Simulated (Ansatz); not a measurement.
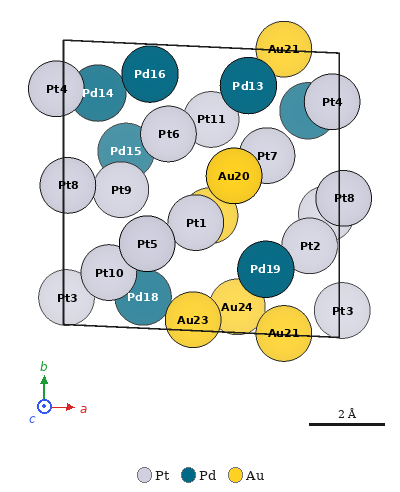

**Figure 1.** The structure as given in the input (spheres-only view of the cell of the calculation, along the c axis; atoms are numbered from 1 in the order of the input).

**Single-point calculation of Pd7Pt12Au5 (part 1 of 2)**

- system: Pd7Pt12Au5 (disordered cell, 24 atoms in the cell)
- method: DFT PBE, scalar-relativistic, plane waves, PAW, no spin polarisation (Ansatz 0.2.0)

It belongs to a series of runs on one base structure; here: last frame at 2660 K on a finer mesh. Figures and captions count atoms from 1; the log counts them from 0 in places.

The input:
```yaml
crystal:
  lattice:
    - [7.37957, -0.178711, 0.079606]
    - [-0.178711, 7.604515, -0.142198]
    - [0.079606, -0.142198, 6.992558]
  atoms:
    - { symbol: Pt, position: [0.4797430481, 0.3801421114, 0.6027475651] }
    - { symbol: Pt, position: [0.8925151216, 0.3172392349, 0.359939583] }
    - { symbol: Pt, position: [0.0108931092, 0.0952361768, 0.0409090036] }
    - { symbol: Pt, position: [0.974000726, 0.8276724804, 0.7408249982] }
    - { symbol: Pt, position: [0.3032528143, 0.2978754879, 0.9263463791] }
    - { symbol: Pt, position: [0.3805115566, 0.6874411076, 0.6312661419] }
    - { symbol: Pt, position: [0.7378791948, 0.6275406703, 0.5245355411] }
    - { symbol: Pt, position: [0.0158731672, 0.48979964, 0.7040519064] }
    - { symbol: Pt, position: [0.2078396552, 0.4836876081, 0.3649652065] }
    - { symbol: Pt, position: [0.1645603757, 0.1900466298, 0.5629161734] }
    - { symbol: Pt, position: [0.5351441762, 0.7453704803, 0.2285347932] }
    - { symbol: Pt, position: [0.9533217549, 0.4324992897, 0.0439945701] }
    - { symbol: Pd, position: [0.6705946054, 0.87081138, 0.8345215592] }
    - { symbol: Pd, position: [0.1247004194, 0.819514687, 0.3948285982] }
    - { symbol: Pd, position: [0.2267028101, 0.6191863002, 0.0406090951] }
    - { symbol: Pd, position: [0.3135274758, 0.894839197, 0.8571384939] }
    - { symbol: Pd, position: [0.886518486, 0.7919823291, 0.1210871226] }
    - { symbol: Pd, position: [0.2887398973, 0.1096890599, 0.2103585236] }
    - { symbol: Pd, position: [0.7336766416, 0.2275009145, 0.8381837152] }
    - { symbol: Au, position: [0.618543, 0.550828021, 0.9354456067] }
    - { symbol: Au, position: [0.7991928356, 0.0048122593, 0.4796248191] }
    - { symbol: Au, position: [0.5312573809, 0.4068746089, 0.2573639121] }
    - { symbol: Au, position: [0.4700503916, 0.0381199631, 0.5510218415] }
    - { symbol: Au, position: [0.630261346, 0.0906587315, 0.1533829933] }
basis:
  ecutwfc: 420
kpoints:
  mp_grid: { grid: [3, 3, 3] }
hamiltonian:
  xc: pbe
scf:
  occupations: { method: fermi_dirac, width: 0.2292 }
output:
  forces: true
  stress: true
  eigenvalues: true
  populations: true
  write_density: true
  write_potential: true
  elf: true
  volumetric_format: npy
```

Hardware: 2 threads of Arm Neoverse V1, 24 GiB of memory available, shared host.

Launch command:
```bash
ansatz run input.yaml --threads 2 --pin off --max-ram 5120MiB --backend cpu --events-out ev --progress --plain --runs-dir out
```

What the program printed:
```
band count auto-derived: 273 (N_el = 437.0; filled up to band 219; 263 by the electrons, moments and atoms)
Engine: ansatz 0.2.0, aarch64-unknown-linux-gnu
Pseudopotentials: kind: paw
Pseudopotential: Pt, paw, valence charge 18, recommended cutoff 420 eV (normal), Pt.paw.azcp
Pseudopotential: Pd, paw, valence charge 18, recommended cutoff 420 eV (normal), Pd.paw.azcp
Pseudopotential: Au, paw, valence charge 19, recommended cutoff 420 eV (normal), Au.paw.azcp
Functional definition: PBE
  parameter kappa = 0.804
  parameter beta = 0.06672455060314922
  exchange = pbe_x(kappa = kappa, mu = beta*pi^2/3)
  correlation = pbe_c(beta = beta)
Crystal: 24 atoms, lattice volume = 391.992 Å³
Basis set: ecut = 420 eV, 7671 PW (Γ), exchange–correlation on 100×108×96 points (8 copies of the dense FFT grid, shifted against one another)
Bands: 273, of which v1, the nominal top of the filled ones, is band 219 counted from 1 (218 counted from 0)
Symmetry: 1 space group operations
Space group: P1 (ITA 1), of the structure as read, at distance tolerance 7.3e-5 Å
k-points: 14 of 27 (time reversal used)
Non-local potential: Pt, projectors of the file, l = 0: 3, l = 1: 2, l = 2: 2, l = 3: 1
Non-local potential: Pd, projectors of the file, l = 0: 2, l = 1: 2, l = 2: 2, l = 3: 1
Non-local potential: Au, projectors of the file, l = 0: 3, l = 1: 2, l = 2: 2, l = 3: 1
PAW form: soft (Blöchl's): semilocal exchange-correlation on the pseudo side does not see the compensation charge
PAW one-centre angular grid: Pt, 590 points (default); XC on 64 Gauss nodes
PAW one-centre angular grid: Pd, 590 points (default); XC on 64 Gauss nodes
PAW one-centre angular grid: Au, 590 points (default); XC on 64 Gauss nodes
Initial density: superposition of atomic densities (neutral atoms: chi_scale 0, normalization atom), corrected by the library's trained network
Initial wavefunctions: pseudopotential atomic-orbital guess
Functional: x = pbe(κ = 0.804, μ = 0.2195149727645171), c = pbe(β = 0.06672455060314922)
SCF iter   1: F=—  HF=-264825.011244 eV  |F-HF|=—  |Δ(HF+E_count)|=         —  Δρ=8.01e-3  dr2=2.61e-1  ethr=1.77e-3  ⟨swp⟩=5.1  Hψ=13542  notcnv=0  defer=163
preconditioner: auto → Kerker (q_TF=auto, 2.778 Å⁻¹)  [metal: Δε(μ)=0.017 eV  Ē_g=10.041 eV  σ=0.229 eV  W_gap=0.02  n_scr=144 (ndim 8)  ℏωp=29.4 eV  f_vac=0.000  D(μ)=25.70/eV (n_scr^D=262)]
SCF iter   2: F=—  HF=-264825.003202 eV  |F-HF|=—  |Δ(HF+E_count)|=   8.04e-3  Δρ=4.17e-3  dr2=9.03e-2  ethr=5.98e-5  ⟨swp⟩=1.0  Hψ=4396  notcnv=0  defer=164
SCF iter   3: F=—  HF=-264825.000079 eV  |F-HF|=—  |Δ(HF+E_count)|=   3.12e-3  Δρ=6.02e-4  dr2=6.39e-3  ethr=2.07e-5  ⟨swp⟩=1.0  Hψ=3510  notcnv=0  defer=164
SCF iter   4: F=—  HF=-264824.999477 eV  |F-HF|=—  |Δ(HF+E_count)|=   6.02e-4  Δρ=2.06e-4  dr2=5.65e-4  ethr=1.46e-6  ⟨swp⟩=1.0  Hψ=3510  notcnv=0  defer=164
SCF iter   5: F=—  HF=-264824.999425 eV  |F-HF|=—  |Δ(HF+E_count)|=   5.21e-5  Δρ=7.38e-5  dr2=5.57e-5  ethr=1.29e-7  ⟨swp⟩=2.2  Hψ=5225  notcnv=0  defer=164
SCF iter   6: F=—  HF=-264824.999503 eV  |F-HF|=—  |Δ(HF+E_count)|=   7.80e-5  Δρ=2.20e-5  dr2=2.97e-6  ethr=1.27e-8  ⟨swp⟩=1.3  Hψ=3730  notcnv=0  defer=164
SCF iter   7: F=—  HF=-264824.999503 eV  |F-HF|=—  |Δ(HF+E_count)|=   7.89e-8  Δρ=8.07e-6  dr2=4.15e-7  ethr=6.80e-10  ⟨swp⟩=2.0  Hψ=6077  notcnv=0  defer=164
SCF iter   8: F=-264824.999503 eV  HF=-264824.999503 eV  |F-HF|=3.32e-8  |Δ(HF+E_count)|=   3.41e-8  Δρ=2.60e-6  dr2=4.92e-8  ethr=2.29e-11  ⟨swp⟩=13.1  Hψ=26067  notcnv=0
SCF 1 converged in 8 iterations: F = -264824.999503 eV  dr2 = 4.92e-8
  greatest PAW one-centre occupation: 1.000 electrons in one spin orbital (limit 2), on the Au atom at site 20 (counted from 0), in its partial waves of l = 0
```

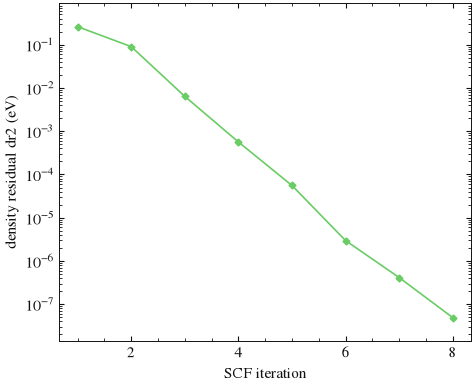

**Figure 2.** Convergence of the self-consistent field: density residual dr2 against the SCF iteration. The residual falls at every step.

```
SCF converged after 8 iterations
Free energy (F): -264824.999503 eV
Harris-Foulkes:  -264824.999503 eV  (|F-HF|=3.32e-8)
Internal energy: -264820.587589 eV  (E = F + TS)
E sigma→0 (E₀):  -264822.793546 eV
Entropy (-TS):   -4.411914 eV (-183.830 meV/atom)
Fermi energy:    20.168947 eV
--- Per-component energies (eV) ---
  E_band       = -4193.987558
  E_kinetic    = 14305.246361
  E_local      = -42270.391858  (includes V_loc(G=0)·N_el)
  E_nonlocal   = 4298.721301
  E_hartree    = 16779.670940
  E_xc         = -5468.040001
  E_vxc        = -6499.365842  (∫ρ·V_xc dr)
  E_paw        = -188240.578653  (= ΣΔE_a)
  E_vpaw       = -7587.558524  (= ΣTr[D̂ρ^β])
  E_aug_tail   = 0.010970  (compensation charges beyond the density's cutoff)
  E_ewald      = -64225.226649
  E_smearing   = -4.411914  (= −TS)
  E_closure    = -0.000000  (closes the sum)
  Σ components = -264824.999503   (vs F -264824.999503, Δ=0.00e0)
--- Forces (eV/Å), atoms counted from 1 ---
  atom   1  Pt     0.45817385    -1.27502465     2.63453451
  atom   2  Pt    -1.03409133     0.04515815     2.03462400
  atom   3  Pt    -1.80811451    -0.13814915    -1.74843037
  atom   4  Pt     3.43241813     0.15241396     0.05698660
  atom   5  Pt     0.07670719     0.07583737    -1.50973066
  atom   6  Pt     0.60804292    -1.99998591    -3.36972312
  atom   7  Pt     0.58620631    -0.06987071    -0.43807730
  atom   8  Pt     0.45162452    -0.04297392    -1.45196197
  atom   9  Pt    -0.86666397     0.10164425     0.41834325
  atom  10  Pt    -1.60129565    -0.59945702     1.02727969
  atom  11  Pt    -1.05824340     2.22113647     1.49203694
  atom  12  Pt    -1.43108457    -0.05467030     0.05414600
  atom  13  Pd    -2.79671877     1.28489632     0.38106012
  atom  14  Pd     0.63305146     0.46475424    -0.05174510
  atom  15  Pd     1.54173533     1.97763498    -0.74373651
  atom  16  Pd    -1.80270900     4.76714814     4.25570254
  atom  17  Pd    -0.04334637    -1.24800390     0.48302524
  atom  18  Pd     0.88757657    -1.11641260     2.31325735
  atom  19  Pd     0.00700282     0.10246652    -2.03209205
  atom  20  Au     0.10021443    -0.82610147    -1.84684598
  atom  21  Au     2.24101643    -0.99326913    -0.14761546
  atom  22  Au     1.35357653    -0.68809718    -1.69473623
  atom  23  Au    -0.82709390    -0.83783788    -0.27463606
  atom  24  Au     0.89198915    -1.30326656     0.15829557
  max |Σ_I F_I| component: 3.90e-5 eV/Å
--- Stress (GPa, compression-positive) ---
       15.136617      -0.558991      -2.909057
       -0.558991      16.409351      -1.865018
       -2.909057      -1.865018      16.743885
  P = ⅓ Tr σ = 16.0966 GPa (160.966 kbar)
--- Band table (eV; the first three rows and the last of 14) ---
  k-point 0: bands = ["-85.5559", "-85.3370", "-85.2779", "-85.2373", "-85.2077", "-78.2888", "-78.2265", "-78.1847", "-78.1434", "-78.0845", ... 63 levels left out ..., "-31.9183", "-31.8265", "-30.2033", "-30.1858", "-30.1281", "-30.1036", "-30.0093", "-29.9937", "-29.9287", "-29.9174", "-29.9137", "-29.8752", "-29.8568", "-29.8370", "-29.7957", "-29.7818", "-29.7264", "-29.6329", "-29.6297", "-29.6159", "-29.6055", "-29.5186", "-29.4558", "11.0660", "13.0724", "13.2216", "13.3215", "13.4137", "13.5731",
      "13.5867", "13.7078", "13.8612", "13.9006", "13.9530", "14.1210", "14.1840", "14.2629", "14.3456", "14.3627", "14.4245", "14.4501", "14.5591", "14.5901", "14.6647", "14.7137", "14.7571", "14.7917", "14.8357", "14.9367", "14.9774", "14.9897", "15.0019", "15.0645", "15.1434", "15.1767", "15.2228", "15.2568", "15.3283", "15.4261", "15.4613", "15.4876", "15.5737", "15.5811", "15.6837", "15.7143", "15.7577", "15.8693", "15.9036", "15.9592",
      "16.0344", "16.0858", "16.1134", "16.1499", "16.2480", "16.2931", "16.3996", "16.4959", "16.5379", "16.5791", "16.6226", "16.6661", "16.7333", "16.7614", "16.8035", "16.8421", "16.8834", "16.8907", "17.0306", "17.0956", "17.1253", "17.1552", "17.2012", "17.2174", "17.2390", "17.3312", "17.3513", "17.4386", "17.4914", "17.5826", "17.6303", "17.7081", "17.7591", "17.8330", "17.8528", "17.8908", "17.8983", "18.0244", "18.0990", "18.1396",
      "18.1778", "18.2295", "18.3372", "18.3592", "18.4479", "18.4490", "18.5162", "18.5648", "18.6179", "18.6962", "18.7306", "18.7740", "18.8602", "18.9018", "18.9664", "18.9890", "19.0607", "19.1264", "19.2244", "19.2592", "19.2924", "19.3217", "19.3602", "19.4116", "19.4592", "19.4890", "19.5760", "19.5950", "19.6612", "19.7000", "19.7451", "19.8237", "19.8484", "19.8729", "20.0039", "20.0187", "20.0579", "20.1023", "20.1606", "20.2452",
      "20.3604", "20.7301", "21.0443", "21.1735", "21.2701", "21.4468", "21.6749", "21.8001", "21.9434", "22.1207", "22.2905", "22.4335", "22.8417", "23.7159", "23.9415", "24.2425", "24.9185", "25.0800", "25.3635", "25.6667", "26.2081", "26.7791", "26.9935", "27.4062", "28.3242", "28.9632", "28.9973", "29.0087", "29.2552", "29.6704", "29.8436", "30.1397", "30.1735", "30.2052", "30.4608", "30.5266", "30.6483", "30.7496", "30.8742", "31.0595",
      "31.2056", "31.3235", "31.4236", "31.5747", "31.6977", "31.8653", "31.9546", "32.0815", "32.1686", "32.2825", "32.4953"]
```
